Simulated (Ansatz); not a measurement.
# H3OS: the cost of one run

Computed with Ansatz 0.2.0. Level: RKS PBE0-D4/def2-TZVP.

### Step 1. Where the work starts

SMILES `O[SH2+]`, 5 atoms, charge 1, spin multiplicity 1.

Atoms are counted from 1 here; the program's logs count them from 0.

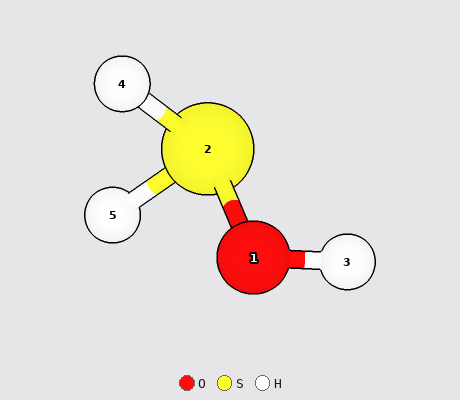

Start geometry, drawn with oxygen red, sulfur yellow, hydrogen white; atoms are numbered from 1 in the order of the file.

Coordinates:

```
O     0.44269   -0.85618    0.34314
S    -0.46872    0.44579   -0.00793
H    -0.01089   -1.36754    1.05920
H    -0.47608    0.35645   -1.38918
H     0.51299    1.42149   -0.00523
```

This geometry comes from a loose relaxation at PBE in a small basis, which is not shown.

### Step 3. Setting up the map

- angle H3–O1–S2: 15 values from 75.4 to 145.4 °
- angle H5–S2–O1: 15 values from 64.7 to 134.7 °

Nothing else is relaxed (all other coordinates rigid). Energies count from the relaxed molecule at the same level.

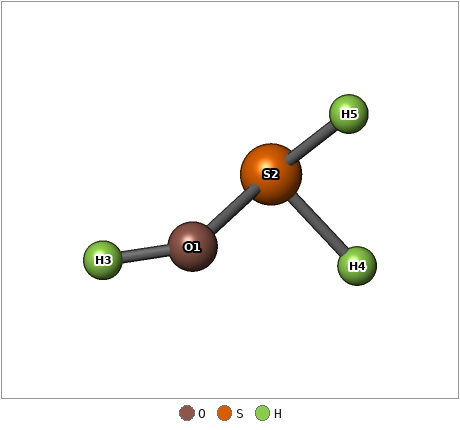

The geometry at angle H3–O1–S2 = 135.4°, angle H5–S2–O1 = 94.7°.

(The set-up runs are not shown.)

### Step 4. Point angle H3–O1–S2 = 135.4°, angle H5–S2–O1 = 94.7°

input.yaml reads:

```yaml
crystal:
  periodic: [false, false, false]
  atoms:
    - { symbol: O, position_ang: [0.421, -0.830045, 0.337885] }
    - { symbol: S, position_ang: [-0.457485, 0.440312, -0.011882] }
    - { symbol: H, position_ang: [0.347181, -1.57336, 0.962382] }
    - { symbol: H, position_ang: [-0.469103, 0.345178, -1.367667] }
    - { symbol: H, position_ang: [0.585518, 1.310948, 0.0264] }
total_charge: 1
basis:
  gaussian: { orbitals: def2-TZVP }
hamiltonian:
  xc: pbe0
  dispersion: d4
output:
  forces: true
```

Run with:

```console
$ ansatz run input.yaml --threads 1 --pin off --max-ram 2560MiB --backend cpu --events-out ev --progress --plain --runs-dir out
```

Q: Estimate wall time and peak memory on 1 thread of Arm Neoverse N1, shared host.

About 2.2 s, with a peak of 0.12 GiB.
